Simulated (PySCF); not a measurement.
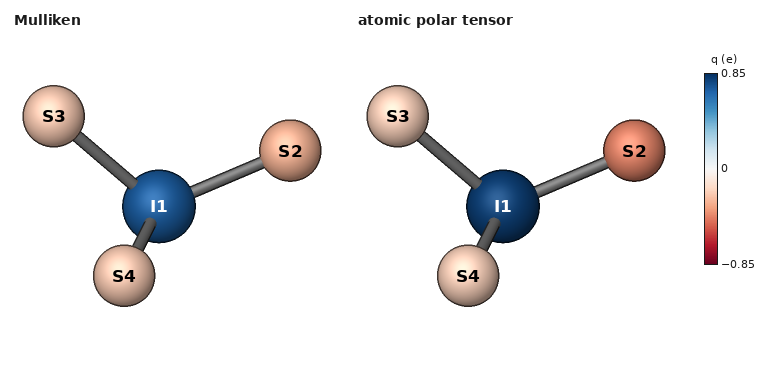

Atomic charges of one calculation by 2 schemes, on one colour scale. Charge 0, doublet. The computed structure is the end point of a PBE0/def2-SVP with core potentials optimisation. Method: PBE0/def2-SVP, core potentials on I (PySCF 2.14.0).

List the charges (e), one line for each set of equivalent atoms.

```json
{"atom": "I1", "Mulliken": "0.72", "atomic polar tensor": "0.80"}
{"atom": "S2", "Mulliken": "−0.29", "atomic polar tensor": "−0.42"}
{"atom": "S3, S4", "Mulliken": "−0.22", "atomic polar tensor": "−0.19"}
```
